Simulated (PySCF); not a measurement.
NMR shielding calculation, with input and output: C2F6O3S

System: C2F6O3S, SMILES O=S(=O)(OC(F)(F)F)C(F)(F)F.
Method: GIAO mPW1PW91/pcSseg-1 NMR shielding, non-relativistic, IEF-PCM chloroform (PySCF 2.14.0).

The geometry comes from this level: GFN2-xTB. Figures and captions count atoms from 1; the log counts them from 0 in places.

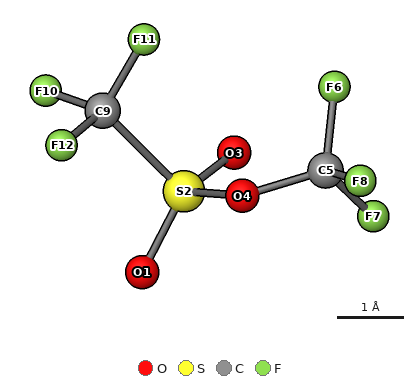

The structure (ball-and-stick view, seen at a tilt; atoms are numbered from 1 in the order of the input).

### Key numbers

| quantity | value |
| --- | --- |
| outcome | converged |
| total energy | −1298.760241 hartree |
| HOMO | −10.62 eV |
| LUMO | −0.62 eV |
| dipole moment | 1.76 D |
| isotropic shielding, O | 88.2 to 111.1 ppm |
| isotropic shielding, S | 202.6 ppm |
| isotropic shielding, C | 56.2 to 58.7 ppm |
| isotropic shielding, F | 232.5 to 256.1 ppm |
| hardware | 1 CPU thread, shared host |
| wall time | 36 s |
| peak memory | 1.2 GiB |

### Input file
```
{"job": {"xc": "mPW1PW91", "basis": "pcSseg-1", "solvent": "chloroform", "kind": "nmr", "pop": false}, "charge": 0, "multiplicity": 1}
O     -0.493233    -0.506473     2.180575
S     -0.284687    -0.591563     0.792101
O      0.166062    -1.773343     0.172127
O      0.691113     0.672155     0.334630
C      1.763715     0.431206    -0.420789
F      1.446221    -0.080770    -1.606279
F      2.616709    -0.407538     0.154504
F      2.412445     1.563904    -0.645128
C     -1.811987     0.058816    -0.091664
F     -2.809750    -0.795603     0.055408
F     -1.544481     0.204637    -1.375936
F     -2.150929     1.223886     0.424425
```

The first line tells a small driver script what to run in PySCF; the rest is the geometry in Å.

Launch command:
```bash
OMP_NUM_THREADS=1 python <driver script> task.json out
```

### What the program printed
```
coarse grid: 13576 points
cycle   1  E = -1298.0762897983  dE =  3.404e+00  |g| = 1.777e+00  |ddm| = 3.554e+00
cycle   2  E = -1296.8425949913  dE =  1.234e+00  |g| = 3.250e+00  |ddm| = 2.950e+00
cycle   3  E = -1298.5997012989  dE = -1.757e+00  |g| = 3.595e-01  |ddm| = 2.137e+00
cycle   4  E = -1298.6177817712  dE = -1.808e-02  |g| = 1.632e-01  |ddm| = 2.955e-01
cycle   5  E = -1298.6219671076  dE = -4.185e-03  |g| = 2.965e-02  |ddm| = 9.724e-02
cycle   6  E = -1298.6221125926  dE = -1.455e-04  |g| = 1.140e-02  |ddm| = 2.434e-02
cycle   7  E = -1298.6221329524  dE = -2.036e-05  |g| = 2.241e-03  |ddm| = 6.382e-03
cycle   8  E = -1298.6221336011  dE = -6.487e-07  |g| = 1.008e-03  |ddm| = 1.866e-03
final grid: 137416 points
cycle   9  E = -1298.7602308753  dE = -5.219e-05  |g| = 7.696e-03  |ddm| = 2.049e-02
cycle  10  E = -1298.7602213501  dE =  9.525e-06  |g| = 1.070e-02  |ddm| = 1.085e-02
cycle  11  E = -1298.7602402907  dE = -1.894e-05  |g| = 1.395e-03  |ddm| = 6.623e-03
cycle  12  E = -1298.7602406073  dE = -3.166e-07  |g| = 4.000e-04  |ddm| = 1.183e-03
cycle  13  E = -1298.7602406314  dE = -2.402e-08  |g| = 1.549e-04  |ddm| = 3.134e-04
cycle  14  E = -1298.7602406353  dE = -3.981e-09  |g| = 4.091e-05  |ddm| = 1.165e-04
cycle  15  E = -1298.7602406356  dE = -2.606e-10  |g| = 1.011e-05  |ddm| = 2.568e-05
```

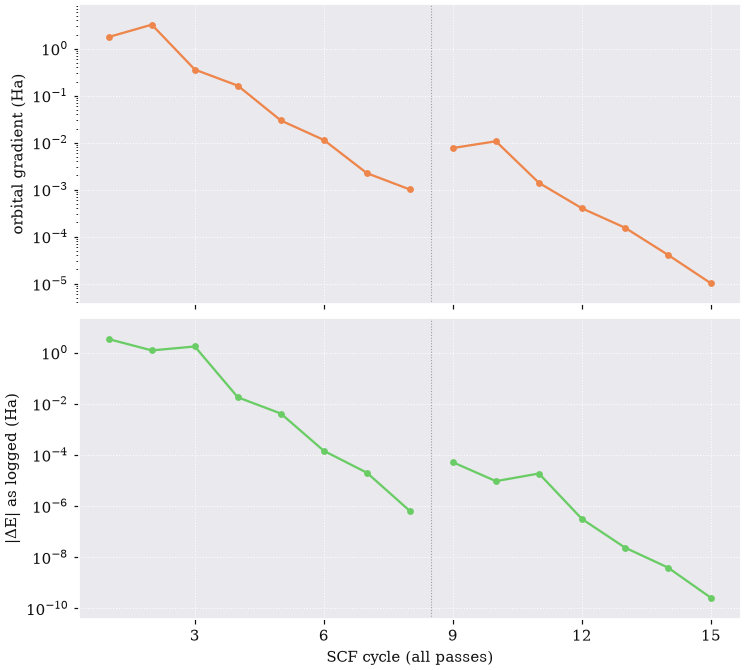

Convergence of the self-consistent field: orbital gradient and size of the energy change against the SCF cycle. The dotted line marks the change from a coarse to the final integration grid. The first 8 cycles use a coarse grid, the final grid takes over at cycle 9, and the field converges after 15 cycles in all.

```
converged SCF energy = -1298.7602406356

GIAO shielding tensors (ppm)
atom      isotropic    diamagn.    paramagn.     s11        s22        s33       span
  0 O      100.913     395.869    -294.956     46.618    126.757    129.363     82.745
  1 S      202.634    1052.140    -849.506     39.278    121.720    446.905    407.627
  2 O      111.126     399.350    -288.224     59.635    125.412    148.332     88.697
  3 O       88.177     407.114    -318.937     13.971     53.817    196.744    182.773
  4 C       58.653     236.447    -177.794     54.017     60.217     61.725      7.709
  5 F      238.664     474.507    -235.843    178.435    194.784    342.774    164.340
  6 F      232.524     470.853    -238.329    173.765    184.784    339.022    165.257
  7 F      238.885     468.503    -229.618    182.309    185.807    348.538    166.229
  8 C       56.201     246.266    -190.065     46.461     60.177     61.967     15.506
  9 F      256.056     468.067    -212.011    199.420    226.174    342.575    143.155
 10 F      253.916     474.312    -220.397    200.415    222.257    339.075    138.660
 11 F      251.992     471.622    -219.630    198.219    220.523    337.233    139.014
```

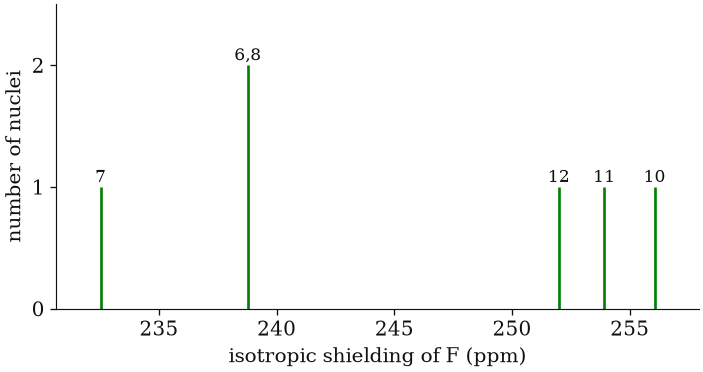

Isotropic shieldings of the fluorine nuclei in this fixed geometry, labelled by atom number; shielding grows to the right, so chemical shift grows to the left. The least shielded is F7 (232.5 ppm), the most shielded F10 (256.1 ppm).
